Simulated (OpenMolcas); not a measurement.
## HfF4: single-point calculation (part 2 of 2)

The same run, continued: HfF4, SMILES [F][Hf]([F])([F])[F]; CASPT2/ANO-R1, sfX2C (OpenMolcas 26.06). The geometry comes from this level: GFN2-xTB.

Geometry of the input (Å):
```
F  -0.8762  -0.1206  1.5924
Hf 0.0003  0.0003  0.0000
F  1.5618  -0.9327  0.0939
F  -1.0433  -0.6954  -1.3207
F  0.3575  1.7483  -0.3657
```

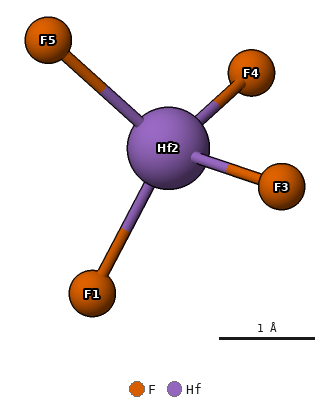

Figure 1. The structure as given in the input (ball-and-stick view, seen at a tilt; atoms are numbered from 1 in the order of the input). Sticks mark near contacts.

### Output, continued
```
      ************************************************************************************************************************
      *                                                    Final results                                                     *
      ************************************************************************************************************************

++    Final optimization conditions:
      ------------------------------

      Average CI energy                          -15472.37668496
      RASSCF energy for state  1                 -15472.37668496
      Super-CI energy                                -0.00000000
      RASSCF energy change                            0.00000000
      Max change in MO coefficients               1.272E-04
      Max non-diagonal density matrix element    -1.016E-04
      Maximum BLB matrix element                  8.933E-06
      (orbital pair  51,  78 in symmetry   1)
      Norm of electronic gradient            3.048E-05
--

      Final state energy(ies):
      ------------------------

::    RASSCF root number  1 Total energy: -15472.37668496
      Von Neumann Entropy (Root   1) =  0.29612

      Mulliken population analysis for root number:  1
      -----------------------------------------------

++    Molecular charges:
      ------------------

      Mulliken charges per centre
      ---------------------------

                F1      HF2     F3      F4      F5
      Total    9.4337 70.2837  9.4515  9.4514  9.3798

      N-E     -0.4337  1.7163 -0.4515 -0.4514 -0.3798

      Total electronic charge=  108.000000

      Total            charge=   -0.000000
--

      Expectation values of various properties for root number:  1
      -----------------------------------------------------------

++    Molecular properties:
      ---------------------

      Charge (e):
                      =   -0.0000
      Dipole Moment (debye):
      Origin of the operator (angstrom)=    0.0002    0.0002    0.0000
                   X=  3.0778E-02               Y=  3.5193E-01               Z=  7.0417E-03           Total=  3.5335E-01
      Quadrupole Moment (debye*angstrom):
      Origin of the operator (angstrom)=    0.0002    0.0002    0.0000
                  XX= -5.1653E+01              XY=  1.8589E-01              XZ= -1.0566E-01              YY= -5.0872E+01
                  YZ= -1.9858E-01              ZZ= -5.1572E+01
      In traceless form (debye*angstrom)
                  XX= -4.3113E-01              XY=  2.7884E-01              XZ= -1.5849E-01              YY=  7.4037E-01
                  YZ= -2.9786E-01              ZZ= -3.0923E-01
--

      LoProp population analysis for root number:  1
      -----------------------------------------------

++    LoProp analysis:
      ----------------

++    Static properties:
      ------------------

      LoProp Charges per center

                   F1       HF2      F3       F4       F5
      Nuclear      9.0000  72.0000   9.0000   9.0000   9.0000
      Electronic  -9.4558 -70.2068  -9.4685  -9.4686  -9.4003

      Total       -0.4558   1.7932  -0.4685  -0.4686  -0.4003
--

      Natural Bond Order analysis for root number:  1

++    Natural Bond Order analysis
      ---------------------------
      Based on LoProp computed density
      -------------------------------------------------------------------------------------
      Atom A       Atom B       Bond Order
      -------------------------------------------------------------------------------------
      NBO located      1.000 non-bonded electrons on atom F1
      NBO located      1.006 non-bonded electrons on atom F1
      NBO located      1.018 non-bonded electrons on atom F1
      NBO located      0.985 non-bonded electrons on atom HF2
      NBO located      0.991 non-bonded electrons on atom HF2
      NBO located      0.992 non-bonded electrons on atom HF2
      NBO located      0.992 non-bonded electrons on atom HF2
      NBO located      1.003 non-bonded electrons on atom HF2
      NBO located      1.002 non-bonded electrons on atom HF2
      NBO located      1.002 non-bonded electrons on atom HF2
      NBO located      1.001 non-bonded electrons on atom HF2
      NBO located      0.999 non-bonded electrons on atom HF2
      NBO located      0.999 non-bonded electrons on atom HF2
      NBO located      1.000 non-bonded electrons on atom HF2
      NBO located      1.000 non-bonded electrons on atom HF2
      NBO located      1.000 non-bonded electrons on atom HF2
      NBO located      1.000 non-bonded electrons on atom HF2
      NBO located      1.000 non-bonded electrons on atom HF2
      NBO located      1.000 non-bonded electrons on atom HF2
      NBO located      1.000 non-bonded electrons on atom HF2
      NBO located      1.000 non-bonded electrons on atom HF2
      NBO located      1.000 non-bonded electrons on atom HF2
      NBO located      1.000 non-bonded electrons on atom HF2
      NBO located      1.000 non-bonded electrons on atom HF2
      NBO located      1.000 non-bonded electrons on atom HF2
      NBO located      1.000 non-bonded electrons on atom HF2
      NBO located      1.000 non-bonded electrons on atom HF2
      NBO located      1.000 non-bonded electrons on atom HF2
      NBO located      1.000 non-bonded electrons on atom HF2
      NBO located      1.000 non-bonded electrons on atom HF2
      NBO located      1.000 non-bonded electrons on atom HF2
      NBO located      1.000 non-bonded electrons on atom HF2
      NBO located      1.000 non-bonded electrons on atom HF2
      NBO located      1.000 non-bonded electrons on atom HF2
      NBO located      1.000 non-bonded electrons on atom HF2
      NBO located      1.000 non-bonded electrons on atom HF2
      NBO located      1.000 non-bonded electrons on atom HF2
      NBO located      1.000 non-bonded electrons on atom F3
      NBO located      1.005 non-bonded electrons on atom F3
      NBO located      1.013 non-bonded electrons on atom F3
      NBO located      1.000 non-bonded electrons on atom F4
      NBO located      1.013 non-bonded electrons on atom F4
      NBO located      1.009 non-bonded electrons on atom F4
      NBO located      1.000 non-bonded electrons on atom F5
      NBO located      0.988 non-bonded electrons on atom F5
      NBO located      0.986 non-bonded electrons on atom F5
      The remaining    9.086 electrons are to be considered as diffuse
--

--

      Average orbitals are written to the RASORB file
      Natural orbitals for root   1 are written to the RASORB.1 file
      Spin density orbitals for root   1 are written to the SPDORB.1 file

--- Stop Module: rasscf /rc=_RC_ALL_IS_WELL_ ---
--- Module rasscf spent 7 seconds ---

--- Start Module: caspt2 ---

                                              &CASPT2

                       available to each process: 1.9 GB of memory, 1 thread

++    Wave function specifications:
      -----------------------------

      Number of closed shell electrons          32
      Number of electrons in active shells       8
      Max number of holes in RAS1 space          0
      Max number of electrons in RAS3 space      0
      Number of inactive orbitals               16
      Number of active orbitals                  9
      Number of secondary orbitals              53
      Spin quantum number                      0.0
      State symmetry                             1
      Number of CSFs                          5292
      Number of CASSCF root(s) available         1
      CASPT2 state passed to geometry opt.       1
      A file JOBMIX will be created
      This is a CASSCF or RASSCF reference function
--

++    Orbital specifications:
      -----------------------

      Symmetry species                           1
                                                 a
      Frozen orbitals                           34
      Inactive orbitals                         16
      Active orbitals                            9
      Secondary orbitals                        53
      Deleted orbitals                           0
      Number of basis functions                112
--

++    CASPT2 specifications:
      ----------------------

      Type of calculation                        SS-CASPT2
      Fock operator                              state-specific
      IPEA shift                                 0.25
      Real shift                                 0.00
      Imaginary shift                            0.20
      The input orbitals will be transformed to quasi-canonical
--

--------------------------------------------------------------------------------
 Estimated memory requirements:
  POLY3 :                   993050
  RHS:                      686464
  SIGMA :                  1074256
  PRPCTL:                        0
 Available workspace:    232455209

++ CASPT2 computation for group   1

********************************************************************************
 Multi-State initialization phase begins for group   1
--------------------------------------------------------------------------------
********************************************************************************
 Compute H0 matrices for state    1
--------------------------------------------------------------------------------
--------------------------------------------------------------------------------
 H0 matrices have been computed.

********************************************************************************
  CASPT2 EQUATION SOLUTION
--------------------------------------------------------------------------------

  Total nr of CASPT2 parameters:
   Before reduction:     1198704
   After  reduction:     1197166

 Variance of |WF0>:       4.6965947601

 The contributions to the second order correlation energy in atomic units.
-----------------------------------------------------------------------------------------------------------------------------
  IT.      VJTU        VJTI        ATVX        AIVX        VJAI        BVAT        BJAT        BJAI        TOTAL       RNORM
-----------------------------------------------------------------------------------------------------------------------------
   1    -0.000983   -0.000608   -0.017921   -0.044690   -0.015004   -0.052281   -0.040819   -0.636430   -0.808734    0.037801
   2    -0.001061   -0.000705   -0.018191   -0.047015   -0.015678   -0.052646   -0.041181   -0.638206   -0.814684    0.009012
   3    -0.001097   -0.000714   -0.018198   -0.047014   -0.015670   -0.052646   -0.041165   -0.638107   -0.814612    0.002766
   4    -0.001100   -0.000720   -0.018177   -0.046940   -0.015644   -0.052638   -0.041142   -0.637982   -0.814343    0.000700
   5    -0.001103   -0.000720   -0.018177   -0.046945   -0.015641   -0.052637   -0.041148   -0.637988   -0.814358    0.000189
   6    -0.001103   -0.000720   -0.018178   -0.046948   -0.015642   -0.052637   -0.041149   -0.637996   -0.814373    0.000040
   7    -0.001103   -0.000720   -0.018178   -0.046948   -0.015642   -0.052637   -0.041149   -0.637996   -0.814373    0.000011
   8    -0.001103   -0.000720   -0.018178   -0.046948   -0.015642   -0.052637   -0.041149   -0.637996   -0.814372    0.000003
-----------------------------------------------------------------------------------------------------------------------------

  FINAL CASPT2 RESULT:

      Reference energy:      -15472.3766849568
      E2 (Non-variational):      -0.8143721440
      Shift correction:          -0.0017306835
      E2 (Variational):          -0.8161028274
      Total energy:          -15473.1927877842
      Residual norm:              0.0000007977
      Reference weight:           0.85472

      Contributions to the CASPT2 correlation energy
      Active & Virtual Only:         -0.0708146459
      One Inactive Excited:          -0.0891994937
      Two Inactive Excited:          -0.6543580043

++ Denominators, etc.
--------------------------------------------------------------------------------------------------------------
 Report on small energy denominators, large coefficients, and large energy contributions.
CASE  SYMM ACTIVE-MIX  NON-ACTIVE INDICES          DENOMINATOR     RHS VALUE       COEFFICIENT     CONTRIBUTION
--

   (Skipping property calculation,
    use PROP keyword to activate)
--

  Total CASPT2 energies:
::    CASPT2 Root  1     Total energy: -15473.19278778

  A NEW JOBIPH FILE NAMED 'JOBMIX' IS PREPARED.
********************************************************************************
--- Stop Module: caspt2 /rc=_RC_ALL_IS_WELL_ ---
--- Module caspt2 spent 8 seconds ---

.##################.
.# Happy landing! #.
.##################.

    Timing: Wall=42.57 User=40.35 System=2.20
```

### Results in brief

```csv
quantity,value
outcome,converged
total energy,−15473.192788 hartree
CASSCF energy,−15472.376685 hartree
basis functions,112
hardware,"1 thread of Arm Neoverse V1, 24 GiB of memory available, shared host"
wall time,43 s
peak memory,0.53 GiB
```
